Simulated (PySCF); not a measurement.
# C2H6S2W (WS2Me2): the cost of one run

Programs: PySCF 2.14.0, with routines of our own; each step states its level. All values are computed. Atoms count from 0.

## 1. The system as given

11 atoms, charge 0, multiplicity 1; geometry from: GFN2-xTB.

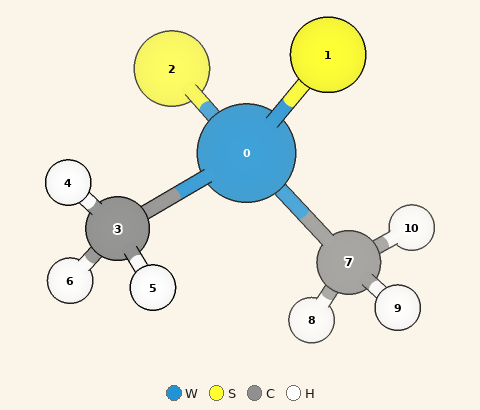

The starting geometry (tungsten blue, sulfur yellow, carbon grey, hydrogen white); sticks join atoms by distance alone.

## 2. Relaxing the molecule at PBE0-D3(BJ)/def2-SVP

What the job is given:

```
{"job": {"xc": "PBE0", "basis": "def2-SVP", "d3": "d3bj", "grid": 1, "maxiter": 30, "shake": 0.03, "kind": "geom"}, "charge": 0, "multiplicity": 1}
W      0.692810    -0.074640     0.452820
S      0.641650     0.003000     2.616300
S      2.628110    -0.012240    -0.315400
C     -0.249840     1.805710    -0.265960
H      0.080170     2.706580     0.115430
H     -1.429860     1.821220     0.032070
H     -0.280450     1.882870    -1.357340
C     -0.306330    -1.785050    -0.248900
H     -0.462660    -1.789790    -1.279390
H     -1.376210    -1.908990     0.225610
H      0.160680    -2.734170     0.055630
```

Launch:

```console
$ OMP_NUM_THREADS=1 python heavy_run.py task.json out
```

One launch serves the whole session: the jobs run in the order shown.

Q: Estimate the wall time and peak memory of this first job on 1 thread of Arm Neoverse V2, shared host.

About 1.8 min, with a peak of 0.51 GiB.
